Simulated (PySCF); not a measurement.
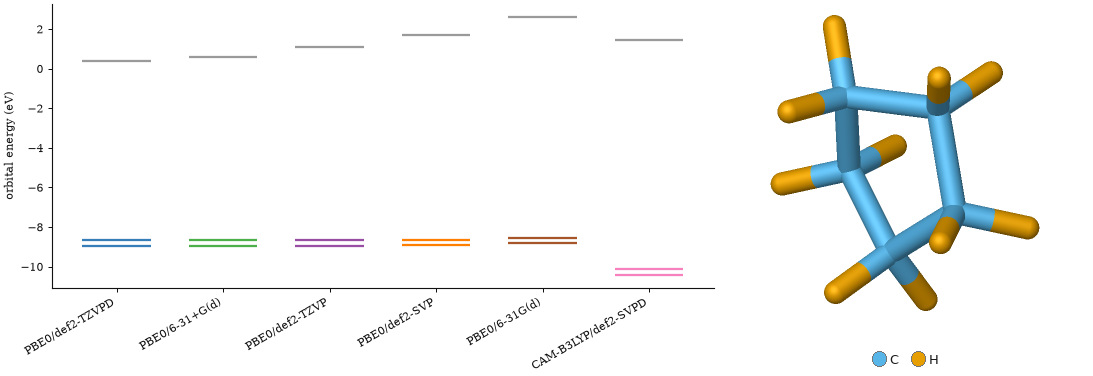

Frontier orbital energies of C₅H₁₀, SMILES C1CCCC1 at one geometry, PySCF 2.14.0, at a PBE0-D3(BJ)/def2-SVP geometry (no frequency check). Empty levels are grey, levels within 0.1 eV stand side by side; all columns show the same few orbitals around the gap.

### How do the frontier levels move from column to column?

The separation grows from 9.05 eV (PBE0/def2-TZVPD) to 11.54 eV (CAM-B3LYP/def2-SVPD).

| level | HOMO (eV) | LUMO (eV) | separation (eV) |
| --- | --- | --- | --- |
| PBE0/def2-TZVPD | −8.66 | 0.39 | 9.05 |
| PBE0/6-31+G(d) | −8.68 | 0.60 | 9.27 |
| PBE0/def2-TZVP | −8.66 | 1.11 | 9.77 |
| PBE0/def2-SVP | −8.65 | 1.68 | 10.33 |
| PBE0/6-31G(d) | −8.56 | 2.63 | 11.19 |
| CAM-B3LYP/def2-SVPD | −10.12 | 1.42 | 11.54 |

Limits of at least one run: empty levels above zero depend strongly on the basis; one conformer of a flexible molecule.
